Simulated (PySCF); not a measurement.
Input

```
{"job": {"kind": "uv", "xc": "wB97X-D", "basis": "def2-SVPD", "nstates": 8, "ntriplets": 3}, "charge": 0, "multiplicity": 1}
C      1.529050    -1.196346     1.240597
C      1.727125     0.002238     0.719626
C      1.727526     0.300732    -0.735722
Si     0.099281     1.168660    -1.268833
Si    -1.709739    -0.246374    -0.952626
C     -2.021532    -0.525224     0.918516
Cl    -2.112404     1.059755     1.736472
H      1.378761    -2.065389     0.619076
H      1.522636    -1.364260     2.304250
H      1.875025     0.855394     1.369391
H      1.850780    -0.621036    -1.306312
H      2.569261     0.951702    -0.974764
H      0.012409     2.437008    -0.534679
H      0.260854     1.519444    -2.689290
H     -1.568882    -1.607345    -1.497663
H     -2.971988     0.278472    -1.487771
H     -1.216853    -1.074533     1.401604
H     -2.960070    -1.033202     1.126471
```

Launched as:

```sh
OMP_NUM_THREADS=1 python probes_run.py task.json out
```

Geometry: GFN2-xTB.

Level of theory: wB97X-D/def2-SVPD, SCF density, gas phase (PySCF 2.14.0).

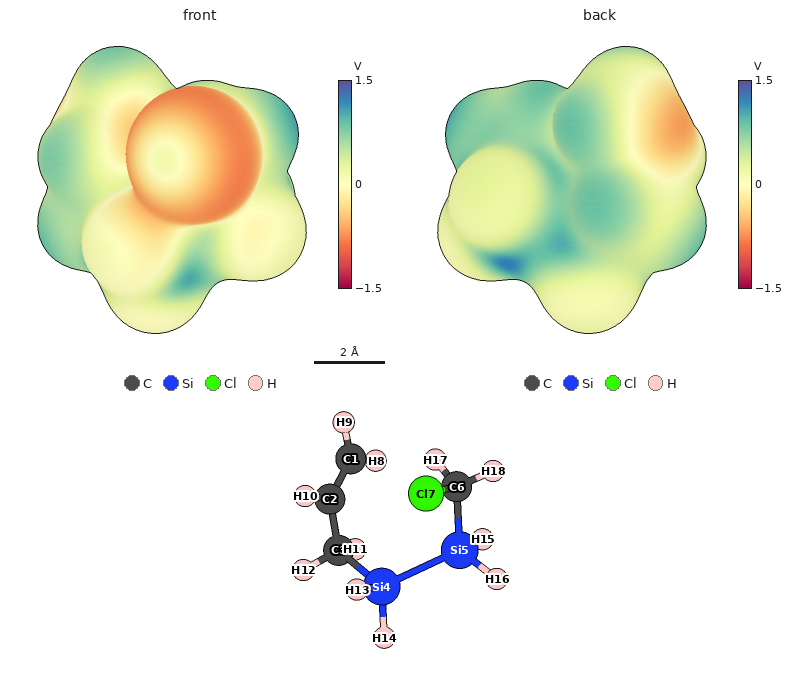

C₄H₁₁ClSi₂ (SMILES C=CC[SiH2][SiH2]CCl). The molecular electrostatic potential painted on the density surface at 0.002 e/bohr³, seen from the front and from behind; red is negative and blue positive. The bare structure is drawn below in the same view.

Which sites attract a positive test charge, and which a negative one?

A positive charge is drawn to the negative regions and a negative charge to the positive ones. The most negative region (about −0.8 V) lies over Cl7, the most positive (about +1.1 V) over Si5 and H18.

What dipole moment does the calculation give?

Its dipole moment is 1.76 D.
